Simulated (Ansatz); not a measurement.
# Geometry relaxation, with input and output: C$_{3}$H$_{9}$ClO$_{3}$Si (part 2 of 2)

Continued. System: C$_{3}$H$_{9}$ClO$_{3}$Si. Method: RKS PBE0-D4/STO-3G (Ansatz 0.2.0). It belongs to a series of runs on one base structure; here: start relaxed.

Geometry of the input (Å):
```
Si 0.0000  0.0000  0.0000
Cl 0.0000  0.0000  2.1300
O  1.5842  0.0000  -0.5594
C  2.3503  -1.1632  -0.8360
H  1.7187  -1.9052  -1.3675
H  3.2179  -0.8926  -1.4733
H  2.7141  -1.6023  0.1163
O  -0.7913  1.3709  -0.5594
C  -2.1512  1.4177  -0.9653
H  -2.7687  0.8215  -0.2614
H  -2.5023  2.4707  -0.9639
H  -2.2473  0.9975  -1.9882
O  -0.7913  -1.3709  -0.5594
C  -1.5365  -2.2685  0.2501
H  -1.2251  -2.1576  1.3097
H  -2.6187  -2.0400  0.1571
H  -1.3490  -3.3106  -0.0830
```

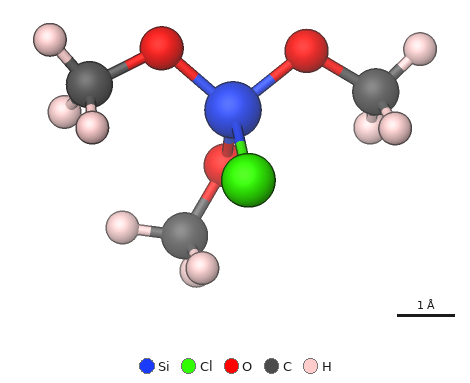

**Figure 1.** The geometry at step 12 of the log (ball-and-stick view, seen at a tilt).

Trajectory as extended XYZ (Å, eV, eV/Å), 6 of the 19 frames kept, from step=1 to step=19:
```
17
Properties=species:S:1:pos:R:3:forces:R:3 step=1 energy=-29434.62371
Si    0.0000    0.0000    0.0000   -0.7390  -1.1985  -0.2439
Cl    0.0000    0.0000    2.1300    0.0415   0.0801  -0.0646
O     1.5842    0.0000   -0.5594   -0.5822   2.4503  -0.1291
C     2.3503   -1.1632   -0.8360   -0.9125  -0.7441   0.4175
H     1.7187   -1.9052   -1.3675    0.4044  -0.3806  -0.0460
H     3.2179   -0.8926   -1.4733   -0.1561   0.0633   0.1191
H     2.7141   -1.6023    0.1163    0.2580  -0.3373  -0.1804
O    -0.7913    1.3709   -0.5594    2.3496   0.9598   0.3198
C    -2.1512    1.4177   -0.9653   -0.1166  -1.2030   0.3327
H    -2.7687    0.8215   -0.2614   -0.5507   0.1655  -0.3064
H    -2.5023    2.4707   -0.9639    0.1266  -0.1297   0.0185
H    -2.2473    0.9975   -1.9882   -0.4384   0.0606  -0.0393
O    -0.7913   -1.3709   -0.5594    0.7475   0.4042  -1.3347
C    -1.5365   -2.2685    0.2501    0.1568   0.3955   0.7335
H    -1.2251   -2.1576    1.3097   -0.3937  -0.3941   0.1553
H    -2.6187   -2.0400    0.1571   -0.0985  -0.2729   0.1921
H    -1.3490   -3.3106   -0.0830   -0.0968   0.0811   0.0560
17
Properties=species:S:1:pos:R:3:forces:R:3 step=5 energy=-29435.17020
Si    0.0215   -0.0182   -0.2084   -0.0174   0.0493   0.0856
Cl    0.0389   -0.0733    1.9200   -0.0031  -0.0092  -0.0170
O     1.5848    0.1215   -0.8174    0.1943  -0.3720  -0.0428
C     2.3152   -1.1427   -0.7114   -0.0030   0.1375   0.1029
H     1.7422   -2.0134   -1.0964    0.0310   0.1051   0.0270
H     3.2324   -1.0400   -1.3207   -0.0447   0.0009   0.0529
H     2.6219   -1.3693    0.3356   -0.0659   0.0626  -0.1765
O    -0.6802    1.4206   -0.7362   -0.4445  -0.0283  -0.0175
C    -2.1393    1.3397   -0.7912   -0.1681  -0.2495   0.0190
H    -2.6169    1.0290    0.1774    0.2866   0.1883  -0.4385
H    -2.5038    2.3581   -1.0370    0.0124  -0.1882   0.0347
H    -2.5034    0.6384   -1.5916    0.2053   0.3513   0.4215
O    -0.7081   -1.4125   -0.8190    0.0051  -0.1395   0.0706
C    -1.5289   -2.1953    0.0878   -0.0443   0.0355  -0.0984
H    -1.2348   -2.1011    1.1506    0.0275   0.0092  -0.0059
H    -2.6001   -1.9149    0.0072    0.0375   0.0067  -0.0038
H    -1.4375   -3.2593   -0.2028   -0.0086   0.0404  -0.0138
17
Properties=species:S:1:pos:R:3:forces:R:3 step=8 energy=-29435.23930
Si    0.0331   -0.1183   -0.3633    0.0999   0.1302   0.0997
Cl    0.0739   -0.0431    1.7662   -0.0129  -0.0129  -0.0286
O     1.5793    0.0382   -1.0129   -0.0667   0.0293  -0.0240
C     2.4267   -1.0909   -0.6660    0.0431   0.0050   0.0044
H     2.0094   -2.0595   -1.0038    0.0027  -0.0610  -0.0074
H     3.3946   -0.9380   -1.1742    0.0229  -0.0077  -0.0077
H     2.6206   -1.1610    0.4236    0.0006  -0.0019   0.0161
O    -0.7304    1.2665   -0.9533    0.0753  -0.0632  -0.0390
C    -2.1532    1.2890   -0.6703   -0.0711   0.0235  -0.0166
H    -2.3885    1.1699    0.4062   -0.0057   0.0196   0.0431
H    -2.5388    2.2731   -0.9933    0.0176  -0.0159   0.0104
H    -2.7073    0.5106   -1.2314   -0.0725  -0.0160  -0.0168
O    -0.6001   -1.6098   -0.8430    0.0097   0.0134  -0.0369
C    -1.6407   -2.1613    0.0019   -0.0331  -0.0108   0.0285
H    -1.4113   -2.0787    1.0829   -0.0051  -0.0193  -0.0120
H    -2.6281   -1.6869   -0.1715   -0.0014   0.0088  -0.0139
H    -1.7356   -3.2323   -0.2514   -0.0033  -0.0211   0.0007
17
Properties=species:S:1:pos:R:3:forces:R:3 step=12 energy=-29435.24773
Si    0.0231   -0.1431   -0.3931   -0.0313  -0.0208  -0.0474
Cl    0.0275    0.0036    1.7301   -0.0062   0.0017  -0.0002
O     1.5670    0.0154   -1.0479    0.0069  -0.0229   0.0195
C     2.4399   -1.0799   -0.6501   -0.0167  -0.0164   0.0027
H     2.0494   -2.0740   -0.9523    0.0196   0.0360   0.0182
H     3.4086   -0.9239   -1.1572   -0.0009  -0.0010   0.0029
H     2.6258   -1.1015    0.4440   -0.0005  -0.0025  -0.0306
O    -0.7670    1.1902   -1.0625   -0.1112  -0.0437   0.0617
C    -2.1535    1.3210   -0.6390   -0.0138  -0.0903   0.0440
H    -2.2804    1.2988    0.4666    0.0307  -0.0157  -0.1535
H    -2.5102    2.3030   -0.9980   -0.0060   0.0013  -0.0039
H    -2.8145    0.5417   -1.0818    0.1058   0.1097   0.0809
O    -0.5615   -1.6698   -0.8324    0.0379   0.0620  -0.0055
C    -1.6417   -2.2018   -0.0259   -0.0132  -0.0278   0.0075
H    -1.4509   -2.1226    1.0629   -0.0077   0.0067  -0.0021
H    -2.6168   -1.7166   -0.2369    0.0082   0.0109  -0.0027
H    -1.7411   -3.2731   -0.2801   -0.0018   0.0126   0.0085
17
Properties=species:S:1:pos:R:3:forces:R:3 step=15 energy=-29435.25155
Si    0.0189   -0.1823   -0.4223    0.0069   0.0227  -0.0057
Cl    0.0180    0.0239    1.6974   -0.0084  -0.0121  -0.0103
O     1.5591   -0.0089   -1.0802    0.0195  -0.0227  -0.0022
C     2.4653   -1.0606   -0.6420   -0.0125   0.0033  -0.0016
H     2.1030   -2.0781   -0.8946    0.0007   0.0148   0.0015
H     3.4252   -0.8999   -1.1641   -0.0024  -0.0006  -0.0001
H     2.6613   -1.0277    0.4496   -0.0088   0.0029  -0.0118
O    -0.8057    1.1112   -1.1259   -0.0965  -0.0068   0.0592
C    -2.1445    1.3173   -0.5942    0.0475  -0.0187  -0.0169
H    -2.1744    1.3454    0.5149    0.0065  -0.0037  -0.0404
H    -2.4963    2.2959   -0.9675    0.0038  -0.0062  -0.0009
H    -2.8665    0.5477   -0.9397    0.0343   0.0318   0.0124
O    -0.5254   -1.7344   -0.8156   -0.0506  -0.0194   0.0668
C    -1.6746   -2.2068   -0.0634   -0.0206   0.0499   0.0241
H    -1.5759   -2.0439    1.0316   -0.0057  -0.0183  -0.1151
H    -2.6263   -1.7362   -0.3946    0.0979  -0.0604   0.0282
H    -1.7574   -3.2951   -0.2429   -0.0114   0.0435   0.0126
17
Properties=species:S:1:pos:R:3:forces:R:3 step=19 energy=-29435.25308
Si    0.0191   -0.1916   -0.4186   -0.0061   0.0012  -0.0048
Cl    0.0061    0.0351    1.6982    0.0016   0.0017   0.0058
O     1.5562   -0.0080   -1.0806    0.0064  -0.0054  -0.0006
C     2.4669   -1.0571   -0.6465   -0.0014   0.0017   0.0049
H     2.1039   -2.0751   -0.8940    0.0009   0.0014   0.0000
H     3.4232   -0.8963   -1.1751    0.0012   0.0009  -0.0012
H     2.6693   -1.0208    0.4437   -0.0003  -0.0012  -0.0042
O    -0.8235    1.0799   -1.1381   -0.0156  -0.0014   0.0091
C    -2.1418    1.3220   -0.5783    0.0048  -0.0060  -0.0030
H    -2.1421    1.3780    0.5292    0.0017  -0.0013  -0.0074
H    -2.4873    2.2965   -0.9678   -0.0001  -0.0007  -0.0004
H    -2.8843    0.5567   -0.8848    0.0069   0.0065   0.0032
O    -0.4933   -1.7608   -0.7842   -0.0046   0.0020   0.0041
C    -1.6765   -2.2123   -0.0768   -0.0064   0.0041   0.0052
H    -1.6394   -2.0025    1.0115   -0.0002  -0.0040  -0.0181
H    -2.6104   -1.7689   -0.4801    0.0135  -0.0074   0.0051
H    -1.7422   -3.3075   -0.2112   -0.0025   0.0080   0.0021
```

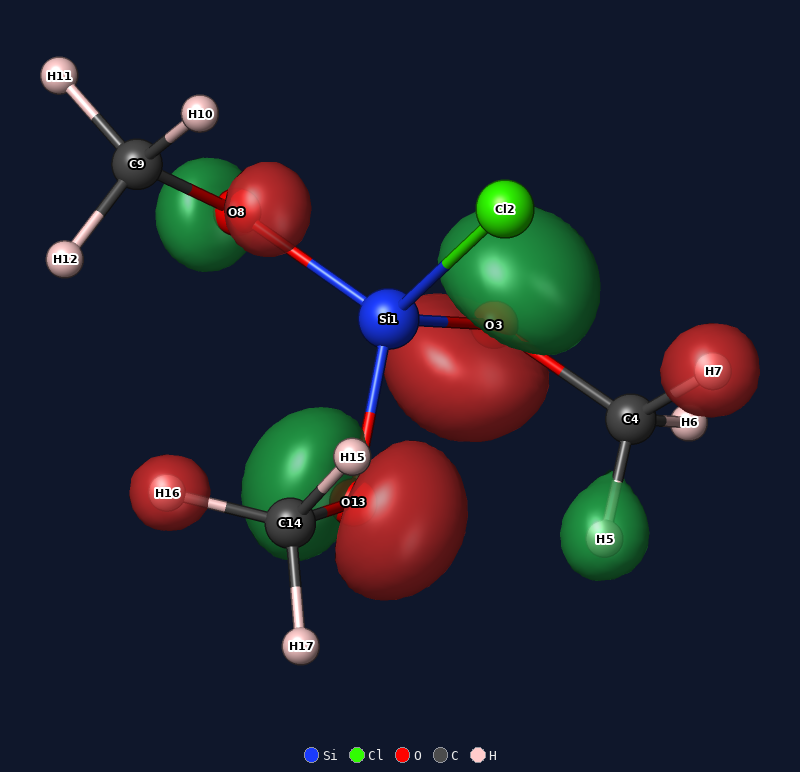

**Figure 2.** One frontier orbital at ±0.15 Å⁻³ᐟ² (green and red are the two phases), seen at a tilt. The HOMO−1, at −4.99 eV.

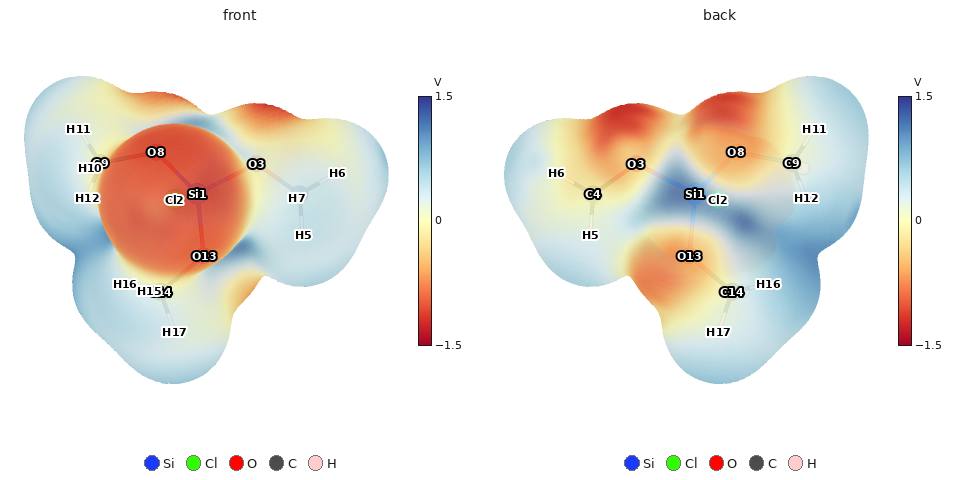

**Figure 3.** The electrostatic potential painted on the density surface at 0.001 e/bohr³, seen at a tilt and from behind; red is negative and blue positive. A positive charge is drawn to the negative regions and a negative charge to the positive ones.

Results in brief:

| quantity | value |
| --- | --- |
| outcome | converged |
| total energy | −29435.2531 eV |
| mean-field energy | −29434.8627 eV |
| largest force (length of the vector) at the end | 0.019 eV/Å |
| wall time | 91 s |
| peak memory | 0.18 GiB |
